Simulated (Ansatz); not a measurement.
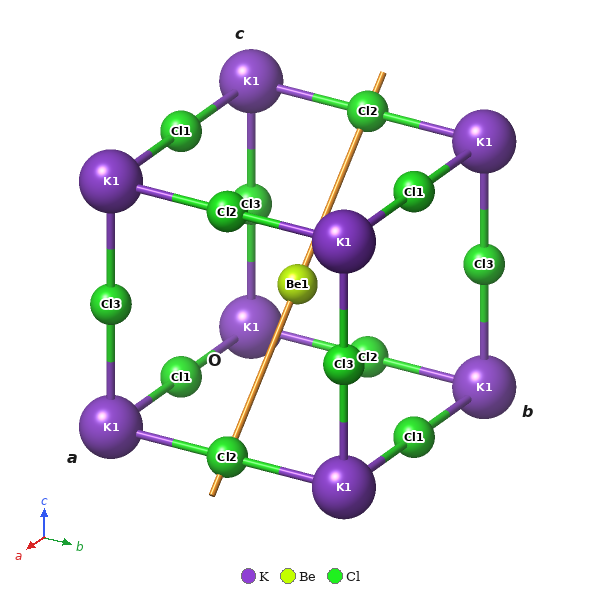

The coloured rod is the axis of a symmetry operation of the crystal. Crystal: KBeCl3, coordinates from a relaxation with DFT PBE, scalar-relativistic, plane waves, PAW (Ansatz); the starting structure was generated, so it need not be a known form of this composition. All values are computed from the atomic coordinates in the standard setting (tolerance 0.002 Å).

a = 5.710 Å, b = 5.710 Å, c = 5.710 Å, α = 90.00°, β = 90.00°, γ = 90.00°.

```json
{"atom": "K1", "x": "0.0000", "y": "0.0000", "z": "0.0000"}
{"atom": "Be1", "x": "0.5000", "y": "0.5000", "z": "0.5000"}
{"atom": "Cl1", "x": "0.5000", "y": "0.0000", "z": "0.0000"}
{"atom": "Cl2", "x": "0.0000", "y": "0.5000", "z": "0.0000"}
{"atom": "Cl3", "x": "0.0000", "y": "0.0000", "z": "0.5000"}
```

Take the operation x, y, z → −z+1, −y+1, −x+1.

What kind of operation is it, and where does it lie?

Answer. It is a 2-fold rotation, about the line along [−1 0 1] through (1/2, 1/2, 1/2).

Onto which atom does it carry each atom (up to whole multiples of a, b and c)?

Answer. K1 → K1, Be1 → Be1, Cl1 → Cl3, Cl2 → Cl2, Cl3 → Cl1.

What is the crystal's space group?

Answer. Pm-3m, No. 221.
